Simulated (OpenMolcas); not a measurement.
# doublet [InNH2F2]− at 6 levels

Aim: a comparison of 6 runs (UHF/3-21G, U-r2SCAN/def2-SVPD, UBLYP/def2-SVPD, UPBE/def2-SVPD, UTPSS/def2-SVPD, ROMP2/def2-SVPD) of doublet [InNH2F2]−. 

The calculation is run with OpenMolcas 26.06.

### Step 1. The molecule

[InNH2F2]− has 6 atoms, charge -1, and is taken as a doublet. As SMILES of the parent species, `[NH2][In]([F])[F]`. Geometry: relaxed at PBE0-D4/def2-TZVP. That shape belongs to the parent species and isn't relaxed for this state.

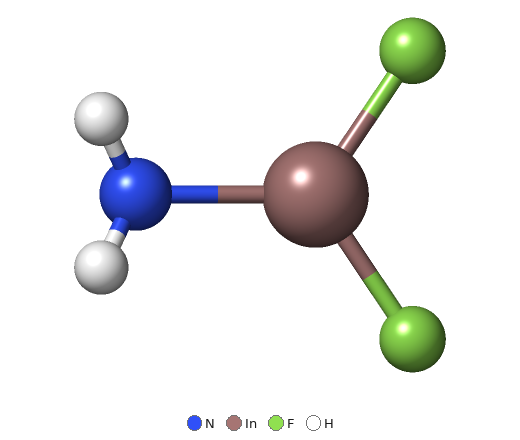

The structure, seen from a chosen angle (nitrogen blue, indium brown, fluorine green, hydrogen white).

### Step 2. A single-point energy at UHF/3-21G (run 1)

test.input

```
* F2H2InN Hartree-Fock
&GATEWAY
BasLib = $CurrDir
Coord
6
angstrom
N       -0.259900       1.155100      -0.280600
In       0.271400      -0.745700       0.029100
F        1.862900      -1.284900       0.989000
F       -0.617400      -2.265700      -0.773500
H        0.031700       1.791300       0.449400
H       -1.246600       1.285900      -0.459500
Basis = 3-21G
Group = NoSym
&SEWARD
&SCF
UHF
Charge = -1
Spin = 2
Thresholds = 1e-10 1e-07 1e-07 1e-05
PrOrbitals = 1 2
```

The basis set 3-21G is read from a file made from the Basis Set Exchange's data (not shown).

Started as:

```bash
$ export MOLCAS_MEM=1860
$ pymolcas test.input > test.log
```

What it wrote:

```text
--- Start Module: gateway ---
[...]
--- Stop Module: gateway /rc=_RC_ALL_IS_WELL_ ---
--- Start Module: seward ---
[...]
      Basis functions           62
--- Stop Module: seward /rc=_RC_ALL_IS_WELL_ ---
[...]
--- Start Module: scf ---
[...]
       Convergence after  24 Iterations
[...]
::    Total SCF energy                              -5967.8832169358
[...]
      Total spin, S                                     0.5032724182
[...]
      Total electronic charge=   77.000000
      Total            charge=   -1.000000
[...]
      Dipole Moment (debye):
      Origin of the operator (angstrom)=    0.2959   -0.7925    0.0207
                   X=  9.6382E-01               Y=  1.9786E+00               Z= -2.4586E+00           Total=  3.2998E+00
      Center of Charge (angstrom)
[...]
--- Stop Module: scf /rc=_RC_ALL_IS_WELL_ ---
[...]
```

Run time: 3.9 s. Hardware: 1 thread of Intel Xeon Platinum 8375C at 2.90GHz (Ice Lake), shared host; peak memory 0.4 GiB.

### Step 3. The energy at U-r2SCAN/def2-SVPD (core potential) (run 2)

calc.inp

```
* F2H2InN Kohn-Sham DFT
&GATEWAY
BasLib = $CurrDir
Coord
6
angstrom
N       -0.259900       1.155100      -0.280600
In       0.271400      -0.745700       0.029100
F        1.862900      -1.284900       0.989000
F       -0.617400      -2.265700      -0.773500
H        0.031700       1.791300       0.449400
H       -1.246600       1.285900      -0.459500
Basis = def2-SVPD
Group = NoSym
&SEWARD
GridInput
Grid=UltraFine
End of Grid
&SCF
UHF
Charge = -1
Spin = 2
KSDFT = 2
1.0 MGGA_X_R2SCAN
1.0 MGGA_C_R2SCAN
Thresholds = 1e-10 1e-07 1e-07 1e-05
PrOrbitals = 1 1
```

The basis set def2-SVPD is read from a file made from the Basis Set Exchange's data (not shown).

Started as:

```bash
$ export MOLCAS_MEM=1860
$ pymolcas calc.inp > calc.log
```

What it wrote:

```text
--- Start Module: gateway ---
[...]
--- Stop Module: gateway /rc=_RC_ALL_IS_WELL_ ---
--- Start Module: seward ---
[...]
      Basis functions          114
--- Stop Module: seward /rc=_RC_ALL_IS_WELL_ ---
[...]
--- Start Module: scf ---
[...]
       Convergence after  24 Iterations
[...]
::    Total KS-DFT energy                            -445.6322693928
[...]
      Total spin, S                                     0.5014271858
[...]
      Total electronic charge=   49.000000
      Total            charge=   -1.000000
[...]
      Dipole Moment (debye):
      Origin of the operator (angstrom)=    0.2959   -0.7925    0.0207
                   X= -3.8519E-01               Y=  1.7705E+00               Z= -4.4430E-01           Total=  1.8656E+00
      Center of Charge (angstrom)
[...]
--- Stop Module: scf /rc=_RC_ALL_IS_WELL_ ---
[...]
```

Wall time 1.8 min (1 thread of Intel Xeon Platinum 8375C at 2.90GHz (Ice Lake), shared host); peak memory 0.69 GiB.

### Step 4. The energy at UBLYP/def2-SVPD (core potential) (run 3)

test.input

```
* F2H2InN Kohn-Sham DFT
&GATEWAY
BASLIB = $CurrDir
COORD
6
angstrom
N       -0.259900       1.155100      -0.280600
In       0.271400      -0.745700       0.029100
F        1.862900      -1.284900       0.989000
F       -0.617400      -2.265700      -0.773500
H        0.031700       1.791300       0.449400
H       -1.246600       1.285900      -0.459500
BASIS = def2-SVPD
GROUP = NoSym
&SEWARD
GRIDINPUT
Grid=UltraFine
End of Grid
&SCF
UHF
CHARGE = -1
SPIN = 2
KSDFT = BLYP
THRESHOLDS = 1e-10 1e-07 1e-07 1e-05
PRORBITALS = 1 2
```

The basis set def2-SVPD is read from a file made from the Basis Set Exchange's data (not shown).

Started as:

```bash
$ export MOLCAS_MEM=1860
$ pymolcas test.input > test.log
```

What it wrote:

```text
--- Start Module: gateway ---
[...]
--- Stop Module: gateway /rc=_RC_ALL_IS_WELL_ ---
--- Start Module: seward ---
[...]
      Basis functions          114
--- Stop Module: seward /rc=_RC_ALL_IS_WELL_ ---
[...]
--- Start Module: scf ---
[...]
       Convergence after  28 Iterations
[...]
::    Total KS-DFT energy                            -445.6083683590
[...]
      Total spin, S                                     0.5002852801
[...]
      Total electronic charge=   49.000000
      Total            charge=   -1.000000
[...]
      Dipole Moment (debye):
      Origin of the operator (angstrom)=    0.2959   -0.7925    0.0207
                   X= -6.3700E-01               Y=  1.6435E+00               Z= -1.9400E-02           Total=  1.7628E+00
      Center of Charge (angstrom)
[...]
--- Stop Module: scf /rc=_RC_ALL_IS_WELL_ ---
[...]
```

Wall time 80 s (1 thread of Intel Xeon Platinum 8375C at 2.90GHz (Ice Lake), shared host); peak memory 0.69 GiB.

Runs 4 to 5 aren't shown in full; the table further down has their settings and results.

### Step 5. The energy at ROMP2/def2-SVPD (core potential) (run 6)

run.input

```
>>> EXPORT MOLCAS_PRINT=2

&gateway
 baslib = $CurrDir
 coord
 6
 angstrom
 N       -0.259900       1.155100      -0.280600
 In       0.271400      -0.745700       0.029100
 F        1.862900      -1.284900       0.989000
 F       -0.617400      -2.265700      -0.773500
 H        0.031700       1.791300       0.449400
 H       -1.246600       1.285900      -0.459500
 basis = def2-SVPD
 group = NoSym

&seward

&scf
 uhf
 charge = -1
 spin = 2
 thresholds = 1e-10 1e-07 1e-07 1e-05
 prorbitals = 1 2

&rasscf
 fileorb = $Project.UnaOrb
 spin = 2
 nactel = 1 0 0
 inactive = 24
 ras2 = 1
 outorbitals = Canonical
 orblisting = Nothing

&caspt2
 ipea = 0.0
 frozen = 7
```

The basis set def2-SVPD is read from a file made from the Basis Set Exchange's data (not shown).

Started as:

```bash
$ export MOLCAS_MEM=1860
$ pymolcas run.input > run.log
```

What it wrote:

```text
--- Start Module: gateway ---
[...]
--- Stop Module: gateway /rc=_RC_ALL_IS_WELL_ ---
[...]
      Basis functions          114
[...]
       Convergence after  24 Iterations
[...]
::    Total SCF energy                               -443.5660441350
[...]
      Total spin, S                                     0.5028796425
[...]
--- Start Module: rasscf ---
[...]
      Number of active orbitals                  1
[...]
      Spin quantum number                      0.5
[...]
      Active orbitals                            1
[...]
      Number of CSFs                             1
[...]
      Number of root(s) required                 1
[...]
      Convergence after 13 iterations
[...]
      printout of CI-coefficients larger than  0.05 for root  1
      energy=    -443.564898
      conf/sym  1     Coeff  Weight
             1  u   1.00000 1.00000
      Natural orbitals and occupation numbers for root  1
      sym 1:   1.000000
      ************************************************************************************************************************
      *                                                    Final results                                                     *
[...]
::    RASSCF root number  1 Total energy:   -443.56489841
[...]
      Total electronic charge=   49.000000
      Total            charge=   -1.000000
[...]
      Dipole Moment (debye):
      Origin of the operator (angstrom)=    0.2959   -0.7925    0.0207
                   X=  8.9966E-01               Y=  1.9942E+00               Z= -2.3770E+00           Total=  3.2306E+00
      Center of Charge (angstrom)
[...]
--- Stop Module: rasscf /rc=_RC_ALL_IS_WELL_ ---
[...]
--- Start Module: caspt2 ---
[...]
 ###    WARNING: User changed nr of frozen orbitals.                         ###
 ###############################################################################
[...]
      E2 (Variational):          -0.7004857718
      Total energy:            -444.2653841799
[...]
      Reference weight:           0.83089
[...]
::    CASPT2 Root  1     Total energy:   -444.26538418
[...]
--- Stop Module: caspt2 /rc=_RC_ALL_IS_WELL_ ---
[...]
```

Run time: 40 s. Hardware: 1 thread of Intel Xeon Platinum 8375C at 2.90GHz (Ice Lake), shared host; peak memory 0.69 GiB.

### Step 6. All runs side by side

```csv
run,level,integration grid,frozen core orbitals,energy (Eh),HOMO energy (eV),LUMO energy (eV),⟨S²⟩,wall time
1,UHF/3-21G,–,–,-5967.883217,0.84,6.87,0.757,3.9 s
2,U-r2SCAN/def2-SVPD (core potential),UltraFine,–,-445.632269,1.47,2.31,0.753,1.8 min
3,UBLYP/def2-SVPD (core potential),UltraFine,–,-445.608368,1.59,1.88,0.751,80 s
4,UPBE/def2-SVPD (core potential),UltraFine,–,-445.432636,1.51,1.93,0.751,86 s
5,UTPSS/def2-SVPD (core potential),UltraFine,–,-445.617663,1.65,2.09,0.751,2 min
6,ROMP2/def2-SVPD (core potential),–,7,-444.265384,–,–,–,40 s
```

### Step 7. What came out

| quantity | value |
| --- | --- |
| run 6: total energy | -444.26538 Eh |

**Reading.** Totals of different functionals can't be ranked against each other. Some runs of one species differ in core potentials or relativity; totals across that change don't compare. In runs 1, 2, 3, 4, 5 the HOMO lies above zero, so the outermost electron may be held by the basis alone. In run 1 relativity is left out where basis or elements ask for it. All runs together took 7.3 min, the longest 2 min.
